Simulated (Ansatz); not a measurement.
## A hypothetical structure for Be2Al3

This structure for Be2Al3 is made up. Its elements were placed in a known structure type with a cell scaled to their sizes. What cell does the guess relax to, and how far off was it?

Method: DFT, PBEsol, plane-wave PAW, files of the set soft_1, scalar-relativistic, no spin, cell and ions relaxed at zero pressure; PAW set soft_1, in the first sound run; inputs show where later runs differ, in Ansatz 0.2.0.

## Step 1: Set-up

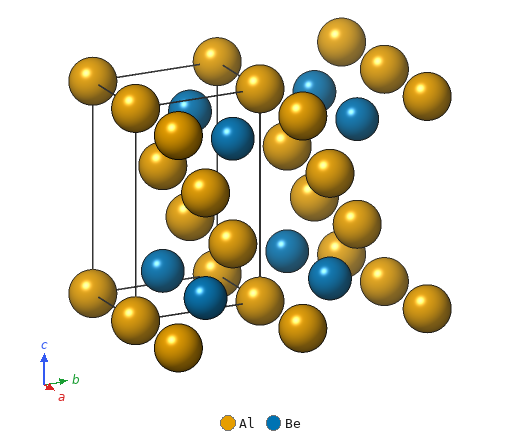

The starting structure, seen slightly off an axis (aluminium orange, beryllium blue). 2×2×1 cells are drawn. Some periodic images of atoms are drawn too.

## Step 2: Relaxing cell and atoms

The guess takes its coordinates from another compound and its volume from a rule, so the cell and any free coordinates are relaxed together.

input.yaml

```yaml
crystal:
  lattice:
    - [3.945, 0.0, 0.0]
    - [-1.9725, 3.416470218, 0.0]
    - [0.0, 0.0, 4.886]
  atoms:
    - { symbol: Al, position: [0.666666667, 0.333333333, 0.6567] }
    - { symbol: Al, position: [0.333333333, 0.666666667, 0.3433] }
    - { symbol: Al, position: [0.0, 0.0, 0.0] }
    - { symbol: Be, position: [0.666666667, 0.333333333, 0.1615] }
    - { symbol: Be, position: [0.333333333, 0.666666667, 0.8385] }
kpoints:
  mp_grid: { grid: [8, 8, 6] }
scf:
  occupations: { method: fermi_dirac, width: 0.05 }
hamiltonian:
  xc: pbesol
  pseudopotentials: { kind: paw, azcp: { folder: soft_1 }, xc_functional: pbe }
relax:
  f_tol: 0.015
  max_steps: 70
  cell: {}
output:
  forces: true
  stress: true
```

Run with:

```
ansatz run input.yaml --threads 4 --pin off --max-ram 8192MiB --backend cpu --events-out ev --progress --plain --runs-dir out
```

Numbers of over 12 decimals in the logs are rounded to 6 here.

Log:

```text
Engine: ansatz 0.2.0, aarch64-unknown-linux-gnu
Pseudopotentials: kind: paw
Pseudopotential: Al, paw, valence charge 3, recommended cutoff 420 eV (normal), soft_1/Al.paw.azcp
Pseudopotential: Be, paw, valence charge 2, recommended cutoff 420 eV (normal), soft_1/Be.paw.azcp
Functional definition: PBEsol
  exchange = pbesol_x
  correlation = pbesol_c
Crystal: 5 atoms, lattice volume = 65.853 Å³
Basis set: ecut = 420 eV, 1301 PW (Γ), exchange–correlation on 54×54×72 points (8 copies of the dense FFT grid, shifted against one another)
Bands: 12, of which v1, the nominal top of the filled ones, is band 7 counted from 1 (6 counted from 0)
Symmetry: 12 space group operations
Space group: P-3m1 (ITA 164), of the structure as read, at distance tolerance 4.0e-5 Å
k-points: 50 of 384
Non-local potential: Al, projectors of the file, l = 0: 2, l = 1: 2, l = 2: 1
Non-local potential: Be, projectors of the file, l = 0: 2, l = 1: 2, l = 2: 1
PAW form: soft (Blöchl's): semilocal exchange-correlation on the pseudo side does not see the compensation charge
PAW frozen core: Al, regenerated for the run's functional, and the local potential with it (the file was generated under x = pbe(κ = 0.804, μ = 0.219515), c = pbe(β = 0.066725))
PAW frozen core: Be, regenerated for the run's functional, and the local potential with it (the file was generated under x = pbe(κ = 0.804, μ = 0.219515), c = pbe(β = 0.066725))
PAW one-centre angular grid: Al, 110 points (default); XC on 64 Gauss nodes
PAW one-centre angular grid: Be, 110 points (default); XC on 64 Gauss nodes
Initial density: superposition of atomic densities (chi_scale 0.1, normalization cell, long waves kept (reshape's long-wave potential 0.00 eV rms))
Initial wavefunctions: pseudopotential atomic-orbital guess
Functional: x = pbesol(κ = 0.804, μ = 0.123457), c = pbesol(β = 0.046)
SCF iter   1: F=—  HF=-1753.560014 eV  |F-HF|=—  |Δ(HF+E_count)|=         —  Δρ=3.25e-2  dr2=1.48e0  ethr=3.10e-3  ⟨swp⟩=7.1  Hψ=4608  notcnv=0
preconditioner: auto → none  [metal: Δε(μ)=0.003 eV  Ē_g=7.654 eV  σ=0.050 eV  W_gap=0.02  n_scr=8 (ndim 8)  ℏωp=16.5 eV  f_vac=0.000  D(μ)=2.68/eV (n_scr^D=22)  sad-step TF]
SCF iter   2: F=—  HF=-1753.160874 eV  |F-HF|=—  |Δ(HF+E_count)|=   3.99e-1  Δρ=1.96e-2  dr2=5.15e-1  ethr=3.10e-3  ⟨swp⟩=2.3  Hψ=1294  notcnv=0  defer=13
SCF iter   3: F=—  HF=-1752.936326 eV  |F-HF|=—  |Δ(HF+E_count)|=   2.25e-1  Δρ=1.22e-3  dr2=1.29e-3  ethr=3.10e-3  ⟨swp⟩=2.3  Hψ=1131  notcnv=0  defer=13
SCF iter   4: F=—  HF=-1752.936482 eV  |F-HF|=—  |Δ(HF+E_count)|=   1.56e-4  Δρ=6.49e-4  dr2=1.20e-3  ethr=9.96e-6  ⟨swp⟩=2.2  Hψ=1015  notcnv=0  defer=14
SCF iter   5: F=—  HF=-1752.936160 eV  |F-HF|=—  |Δ(HF+E_count)|=   3.23e-4  Δρ=1.43e-4  dr2=5.03e-5  ethr=9.26e-6  ⟨swp⟩=2.1  Hψ=827  notcnv=0  defer=14
SCF iter   6: F=—  HF=-1752.936117 eV  |F-HF|=—  |Δ(HF+E_count)|=   4.24e-5  Δρ=2.71e-5  dr2=4.45e-7  ethr=3.87e-7  ⟨swp⟩=2.5  Hψ=839  notcnv=0  defer=14
SCF iter   7: F=-1752.936117 eV  HF=-1752.936117 eV  |F-HF|=7.26e-10  |Δ(HF+E_count)|=   6.14e-9  Δρ=3.95e-6  dr2=6.92e-9  ethr=7.69e-10  ⟨swp⟩=4.0  Hψ=1815  notcnv=0
SCF 1 converged in 7 iterations: F = -1752.936117 eV  dr2 = 6.92e-9
  greatest PAW one-centre occupation: 0.453 electrons in one spin orbital (limit 2), on the Al atom at site 1 (counted from 0), in its partial waves of l = 0
relax step   1: F+E_penalty+E_count = -1752.93611712 eV  Δ(F+E_penalty+E_count) = +0.000e0 eV  max|allowed force component| = 3.666e-1 eV/Å  Δτ_max = 0.0000 Å  P = +5.903 GPa  Ω = 65.853 Å³  (7 SCF iters, dr2 threshold 1.00e-7 eV, accepted)
Crystal: 5 atoms, lattice volume = 69.180 Å³
Basis set: ecut = 420 eV, 1385 PW (Γ), exchange–correlation on 54×54×72 points (8 copies of the dense FFT grid, shifted against one another)
Initial density: handed on by an earlier stage of this run
Initial wavefunctions: those handed on with the density
iter 1 solved again at ethr=1.94e-4 eV; its pass at ethr=3.10e-3 eV (dr2=2.53e-2 eV) is discarded
SCF iter   1: F=—  HF=-1753.026062 eV  |F-HF|=—  |Δ(HF+E_count)|=         —  Δρ=3.40e-3  dr2=2.52e-2  ethr=1.94e-4  ⟨swp⟩=1.0  Hψ=4623  notcnv=0
preconditioner: auto → none  [metal: Δε(μ)=0.008 eV  Ē_g=7.404 eV  σ=0.050 eV  W_gap=0.04  n_scr=8 (ndim 8)  ℏωp=16.1 eV  f_vac=0.000  D(μ)=2.90/eV (n_scr^D=22)]
SCF iter   2: F=—  HF=-1753.019045 eV  |F-HF|=—  |Δ(HF+E_count)|=   7.02e-3  Δρ=1.38e-3  dr2=5.91e-3  ethr=1.94e-4  ⟨swp⟩=2.1  Hψ=1121  notcnv=0
SCF iter   3: F=—  HF=-1753.017395 eV  |F-HF|=—  |Δ(HF+E_count)|=   1.65e-3  Δρ=4.35e-4  dr2=2.68e-4  ethr=4.55e-5  ⟨swp⟩=2.2  Hψ=820  notcnv=0
SCF iter   4: F=—  HF=-1753.017182 eV  |F-HF|=—  |Δ(HF+E_count)|=   2.13e-4  Δρ=1.51e-4  dr2=1.33e-5  ethr=2.06e-6  ⟨swp⟩=2.4  Hψ=899  notcnv=0
SCF iter   5: F=-1753.017159 eV  HF=-1753.017159 eV  |F-HF|=1.32e-7  |Δ(HF+E_count)|=   2.30e-5  Δρ=1.43e-5  dr2=1.10e-7  ethr=3.85e-9  ⟨swp⟩=2.9  Hψ=2214  notcnv=0
SCF 2 converged in 5 iterations: F = -1753.017159 eV  dr2 = 1.10e-7
  greatest PAW one-centre occupation: 0.451 electrons in one spin orbital (limit 2), on the Al atom at site 1 (counted from 0), in its partial waves of l = 0
relax step   2: F+E_penalty+E_count = -1753.01715889 eV  Δ(F+E_penalty+E_count) = -8.104e-2 eV  max|allowed force component| = 4.962e-2 eV/Å  Δτ_max = 0.0246 Å  P = +1.136 GPa  Ω = 69.180 Å³  energy of the carried Pulay correction = -5.306e-4 eV  (5 SCF iters, dr2 threshold 5.00e-7 eV, accepted)
Crystal: 5 atoms, lattice volume = 70.033 Å³
iter 1 solved again at ethr=9.98e-6 eV; its pass at ethr=3.10e-3 eV (dr2=1.30e-3 eV) is discarded
SCF iter   1: F=—  HF=-1753.021269 eV  |F-HF|=—  |Δ(HF+E_count)|=         —  Δρ=7.81e-4  dr2=1.34e-3  ethr=9.98e-6  ⟨swp⟩=1.0  Hψ=4038  notcnv=0
preconditioner: auto → none  [metal: Δε(μ)=0.021 eV  Ē_g=7.347 eV  σ=0.050 eV  W_gap=0.11  n_scr=8 (ndim 8)  ℏωp=16.0 eV  f_vac=0.000  D(μ)=2.93/eV (n_scr^D=22)]
SCF iter   2: F=—  HF=-1753.020886 eV  |F-HF|=—  |Δ(HF+E_count)|=   3.83e-4  Δρ=3.18e-4  dr2=3.15e-4  ethr=9.98e-6  ⟨swp⟩=2.1  Hψ=854  notcnv=0
SCF iter   3: F=—  HF=-1753.020745 eV  |F-HF|=—  |Δ(HF+E_count)|=   1.42e-4  Δρ=1.06e-4  dr2=1.69e-5  ethr=2.43e-6  ⟨swp⟩=2.1  Hψ=815  notcnv=0
SCF iter   4: F=—  HF=-1753.020735 eV  |F-HF|=—  |Δ(HF+E_count)|=   9.99e-6  Δρ=3.75e-5  dr2=8.54e-7  ethr=1.30e-7  ⟨swp⟩=2.3  Hψ=879  notcnv=0
SCF iter   5: F=-1753.020733 eV  HF=-1753.020733 eV  |F-HF|=1.04e-8  |Δ(HF+E_count)|=   1.45e-6  Δρ=3.80e-6  dr2=7.91e-9  ethr=3.85e-9  ⟨swp⟩=4.0  Hψ=1765  notcnv=0
SCF 3 converged in 5 iterations: F = -1753.020733 eV  dr2 = 7.91e-9
relax step   3: F+E_penalty+E_count = -1753.02073335 eV  Δ(F+E_penalty+E_count) = -3.574e-3 eV  max|allowed force component| = 1.236e-2 eV/Å  Δτ_max = 0.0034 Å  P = +0.104 GPa  Ω = 70.033 Å³  energy of the carried Pulay correction = -6.625e-4 eV  (5 SCF iters, dr2 threshold 5.00e-7 eV, accepted)
[... from here on, the SCF cycles and remarks between the steps are left out ...]
relax step   4: F+E_penalty+E_count = -1753.02092534 eV  Δ(F+E_penalty+E_count) = -1.920e-4 eV  max|allowed force component| = 8.889e-3 eV/Å  Δτ_max = 0.0022 Å  P = -0.019 GPa  Ω = 70.145 Å³  energy of the carried Pulay correction = -6.797e-4 eV  (4 SCF iters, dr2 threshold 1.81e-7 eV, accepted)
relax step   5: F+E_penalty+E_count = -1753.02127465 eV  Δ(F+E_penalty+E_count) = -3.493e-4 eV  max|allowed force component| = 7.538e-3 eV/Å  Δτ_max = 0.0057 Å  P = -0.092 GPa  Ω = 70.231 Å³  energy of the carried Pulay correction = -6.929e-4 eV  (5 SCF iters, dr2 threshold 3.73e-8 eV, accepted)
relax step   6: F+E_penalty+E_count = -1753.00990627 eV  Δ(F+E_penalty+E_count) = +1.137e-2 eV  max|allowed force component| = 6.404e-2 eV/Å  Δτ_max = 0.0650 Å  P = -0.215 GPa  Ω = 70.861 Å³  energy of the carried Pulay correction = -7.889e-4 eV  (6 SCF iters, dr2 threshold 7.66e-8 eV, rejected (line search))
relax step   7: F+E_penalty+E_count = -1753.02191931 eV  Δ(F+E_penalty+E_count) = -6.447e-4 eV  max|allowed force component| = 9.335e-3 eV/Å  Δτ_max = 0.0084 Å  P = -0.049 GPa  Ω = 70.231 Å³  energy of the carried Pulay correction = -6.929e-4 eV  (8 SCF iters, accepted)
relax step   8: F+E_penalty+E_count = -1753.02373712 eV  Δ(F+E_penalty+E_count) = -1.818e-3 eV  max|allowed force component| = 3.976e-2 eV/Å  Δτ_max = 0.0423 Å  P = +0.078 GPa  Ω = 70.400 Å³  energy of the carried Pulay correction = -7.187e-4 eV  (6 SCF iters, dr2 threshold 2.21e-7 eV, accepted)
relax step   9: F+E_penalty+E_count = -1753.02514532 eV  Δ(F+E_penalty+E_count) = -1.408e-3 eV  max|allowed force component| = 9.718e-3 eV/Å  Δτ_max = 0.0269 Å  P = +0.066 GPa  Ω = 70.236 Å³  energy of the carried Pulay correction = -6.937e-4 eV  (5 SCF iters, dr2 threshold 1.63e-7 eV, accepted)
relax step  10: F+E_penalty+E_count = -1753.02515628 eV  Δ(F+E_penalty+E_count) = -1.096e-5 eV  max|allowed force component| = 2.448e-2 eV/Å  Δτ_max = 0.0019 Å  P = -0.146 GPa  Ω = 70.448 Å³  energy of the carried Pulay correction = -7.261e-4 eV  (5 SCF iters, dr2 threshold 2.26e-7 eV, accepted)
relax step  11: F+E_penalty+E_count = -1753.02541328 eV  Δ(F+E_penalty+E_count) = -2.570e-4 eV  max|allowed force component| = 2.176e-4 eV/Å  Δτ_max = 0.0045 Å  P = -0.009 GPa  Ω = 70.335 Å³  energy of the carried Pulay correction = -7.087e-4 eV  (4 SCF iters, dr2 threshold 2.45e-7 eV, accepted)
relax step  12: F+E_penalty+E_count = -1753.02676929 eV  Δ(F+E_penalty+E_count) = -1.356e-3 eV  max|allowed force component| = 6.830e-4 eV/Å  Δτ_max = 0.0000 Å  P = +0.025 GPa  Ω = 70.335 Å³  stress off target by 7.46e-2 GPa  SCF on the basis re-selected at this cell (its energy is not comparable with the rows above)  (5 SCF iters)
relax step  13: F+E_penalty+E_count = -1753.02674640 eV  Δ(F+E_penalty+E_count) = +2.289e-5 eV  max|allowed force component| = 9.226e-3 eV/Å  Δτ_max = 0.0014 Å  P = -0.065 GPa  Ω = 70.421 Å³  energy of the carried Pulay correction = -1.292e-5 eV  (5 SCF iters, dr2 threshold 1.39e-8 eV, rejected (line search))
relax step  14: F+E_penalty+E_count = -1753.02677734 eV  Δ(F+E_penalty+E_count) = -8.058e-6 eV  max|allowed force component| = 4.810e-4 eV/Å  Δτ_max = 0.0004 Å  P = +0.008 GPa  Ω = 70.354 Å³  energy of the carried Pulay correction = -2.665e-6 eV  (6 SCF iters, accepted)
iter 1 solved again at ethr=2.93e-7 eV; its pass at ethr=3.10e-3 eV (dr2=3.81e-5 eV) is discarded
SCF iter   1: F=—  HF=-1753.026826 eV  |F-HF|=—  |Δ(HF+E_count)|=         —  Δρ=1.09e-6  dr2=4.69e-10  ethr=2.93e-7  ⟨swp⟩=3.1  Hψ=6190  notcnv=0
eigensolver tolerance schedule: the retry pair's looser diagonalisation over-reported the residual by 81204.27 of it (diagonalisation noise at an unbounded share of the residual, at the tolerance the schedule requests for it); recorded, not acted on — ethr = c·dr2/N_el stays at c = 1.0e-1
SCF iter   2: F=—  HF=-1753.026780 eV  |F-HF|=—  |Δ(HF+E_count)|=   4.60e-5  Δρ=6.02e-7  dr2=2.90e-10  ethr=3.61e-12  ⟨swp⟩=3.0  Hψ=1277  notcnv=0
SCF iter   3: F=—  HF=-1753.026780 eV  |F-HF|=—  |Δ(HF+E_count)|=  4.71e-11  Δρ=3.92e-7  dr2=7.77e-11  ethr=2.23e-12  ⟨swp⟩=1.2  Hψ=628  notcnv=0
SCF iter   4: F=-1753.026780 eV  HF=-1753.026780 eV  |F-HF|=4.55e-13  |Δ(HF+E_count)|=  2.27e-13  Δρ=2.31e-7  dr2=2.26e-11  ethr=1.00e-12  ⟨swp⟩=3.9  Hψ=1603  notcnv=0
SCF 15 converged in 4 iterations: F = -1753.026780 eV  dr2 = 2.26e-11
relax step  15: F+E_penalty+E_count = -1753.02678035 eV  Δ(F+E_penalty+E_count) = -3.004e-6 eV  max|allowed force component| = 4.827e-4 eV/Å  Δτ_max = 0.0000 Å  P = +0.008 GPa  Ω = 70.354 Å³  stress off target by 2.36e-2 GPa  SCF on the basis re-selected at this cell (its energy is not comparable with the rows above)  (4 SCF iters)
basis re-selected at this cell: Δ(F+E_penalty+E_count) = -3.004e-6 eV, ΔP = +0.000 GPa vs the last step (what re-selecting the basis moved, of the pressure what is left beyond the Pulay correction that the steps carried, after the strain that the cell walked since its last selection, with what the two solves' SCF thresholds leave and, on support functions, any second-order correction that the steps lacked; it is no m [...]
SCF converged after 4 iterations
Free energy (F): -1753.026780 eV
Harris-Foulkes:  -1753.026780 eV  (|F-HF|=4.55e-13)
Internal energy: -1753.004548 eV  (E = F + TS)
E sigma→0 (E₀):  -1753.015664 eV
Entropy (-TS):   -0.022233 eV (-4.447 meV/atom)
Fermi energy:    7.171220 eV
--- Per-component energies (eV) ---
  E_band       = 35.101909
  E_kinetic    = 107.208205
  E_local      = 21.813466  (includes V_loc(G=0)·N_el)
  E_nonlocal   = 38.851846
  E_hartree    = 4.222283
  E_xc         = -151.317984
  E_vxc        = -127.698136  (∫ρ·V_xc dr)
  E_paw        = -1483.669353  (= ΣΔE_a)
  E_vpaw       = -13.518039  (= ΣTr[D̂ρ^β])
  E_aug_tail   = -0.000008  (compensation charges beyond the density's cutoff)
  E_ewald      = -290.189482
  E_core_change = 0.076480  (= ΣΔE_core)
  E_smearing   = -0.022233  (= −TS)
  E_closure    = 0.000000  (closes the sum)
  Σ components = -1753.026780   (vs F -1753.026780, Δ=0.00e0)
--- Forces (eV/Å), atoms counted from 1 ---
  atom   1  Al     0.00000000    -0.00000000    -0.00029580
  atom   2  Al    -0.00000000     0.00000000     0.00029580
  atom   3  Al     0.00000000     0.00000000     0.00000000
  atom   4  Be     0.00000000    -0.00000000     0.00048271
  atom   5  Be    -0.00000000     0.00000000    -0.00048271
  max |Σ_I F_I| component: 9.25e-18 eV/Å
--- Stress (GPa, compression-positive) ---
       -0.000191      -0.000000      -0.000000
       -0.000000      -0.000191      -0.000000
       -0.000000      -0.000000       0.023610
  P = ⅓ Tr σ = 0.0077 GPa (0.077 kbar)
--- Relaxed structure (13 steps of the walk, 11 accepted, 2 SCFs on fresh bases) ---
  F+E_penalty+E_count = -1753.02678035 eV   max|allowed force component| = 4.827e-4 eV/Å   (the final SCF, on the basis selected at the relaxed cell)
  cell:  # Å, volume = 70.3537 Å³
    - [3.975409, 0.0, 0]
    - [-1.987705, 3.442806, 0]
    - [0, 0, 5.140350]
  atoms:
    - { symbol: Al, position: [0.666667, 0.333333, 0.651760] }
    - { symbol: Al, position: [0.333333, 0.666667, 0.348240] }
    - { symbol: Al, position: [0, 0, 0] }
    - { symbol: Be, position: [0.666667, 0.333333, 0.169343] }
    - { symbol: Be, position: [0.333333, 0.666667, 0.830657] }
```

Run time: 9.4 s. Hardware: 4 threads of Arm Neoverse V1, shared host; peak memory 0.36 GiB; 33 s of CPU time.

Relaxation path:

```
step  energy less that of the first step (eV)  largest force component (eV/Å)  pressure (GPa)  volume (Å³)
   1                                   0.0000                          0.3666            5.90        65.85
   2                                  -0.0810                          0.0496            1.14        69.18
   3                                  -0.0846                          0.0124            0.10        70.03
   4                                  -0.0848                          0.0089           -0.02        70.14
   5                                  -0.0852                          0.0075           -0.09        70.23
   6                                  -0.0738                          0.0640           -0.22        70.86
   7                                  -0.0858                          0.0093           -0.05        70.23
   8                                  -0.0876                          0.0398            0.08        70.40
   9                                  -0.0890                          0.0097            0.07        70.24
  10                                  -0.0890                          0.0245           -0.15        70.45
  11                                  -0.0893                          0.0002           -0.01        70.33
 12*                                  -0.0907                          0.0007            0.03        70.33
  13                                  -0.0906                          0.0092           -0.07        70.42
  14                                  -0.0907                          0.0005            0.01        70.35
 15*                                  -0.0907                          0.0005            0.01        70.35
```

Relaxation steps marked * repeat the geometry before them on a plane-wave basis chosen anew for their cell, so energy and pressure can jump there. Relaxation steps 6, 13 were tried and not accepted.

Forces are held to the 12 operations that the run works with; a distortion that breaks them can't arise in this run.

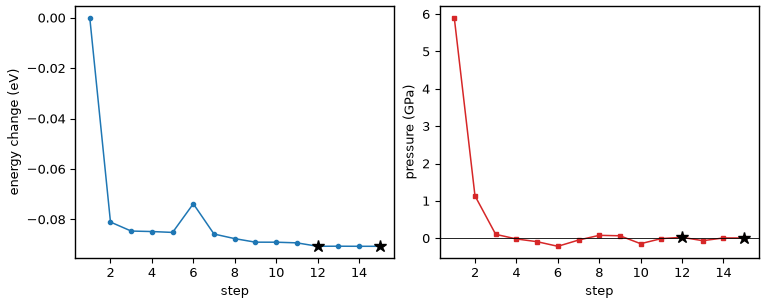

Energy and pressure along the relaxation. Stars mark steps on a basis chosen anew.

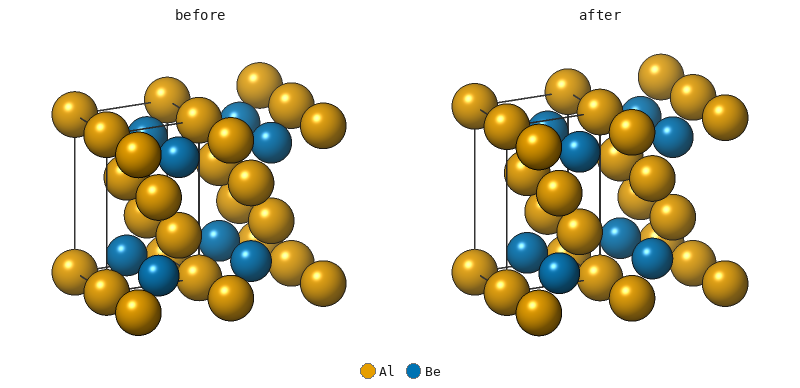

The structure before and after the relaxation, drawn at the same scale.

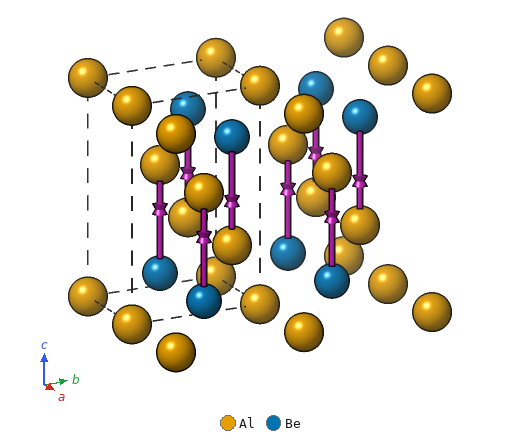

Displacements in the relaxation, exaggerated, measured against the changing cell; the longest in the cell stands for 0.04 Å. 2×2×1 cells are drawn. Some periodic images of atoms are drawn too.

```
conventional cell, symmetrised  before  after  change
                         a (Å)   3.945  3.975  +0.8 %
                         b (Å)   3.945  3.975  +0.8 %
                         c (Å)   4.886  5.140  +5.2 %
              volume (Å³/atom)   13.17  14.07  +6.8 %
```

The atoms that moved most (Å, as changes of fractional coordinates times the final cell):

```
atom     dx     dy      dz  length
 Be4  0.000  0.000   0.040   0.040
 Be5  0.000  0.000  -0.040   0.040
 Al2  0.000  0.000   0.025   0.025
 Al1  0.000  0.000  -0.025   0.025
```

This step gave:

```
free energy             : -1753.0268 eV
energy at zero smearing : -1753.0157 eV
smearing term TS        : 0.02223 eV
Fermi energy            : 7.171 eV
electrons               : 13
symmetry operations     : 12
pressure                : 0.007743 GPa
```

Shortest distances by pair of elements, guess and relaxed (not always the same contact):

```
 pair  guess (Å)  relaxed (Å)
Al–Be      2.410        2.455
Al–Al      2.745        2.775
Be–Be      2.771        2.881
```

The relaxation ends with a largest force component of 4.8e-4 eV/Å and a pressure of 0.01 GPa.

(Continued in part 2 of 2.)

[Logs are printed without paths, hosts, clocks, repeated set-up lines and the standing remarks that a program may print on its own settings, such as how far it seeks lower states.]

[Hosts, paths, dates, database ids (printed as entryN), source tags and the programs' standing remarks are cut or masked in the printed files.]
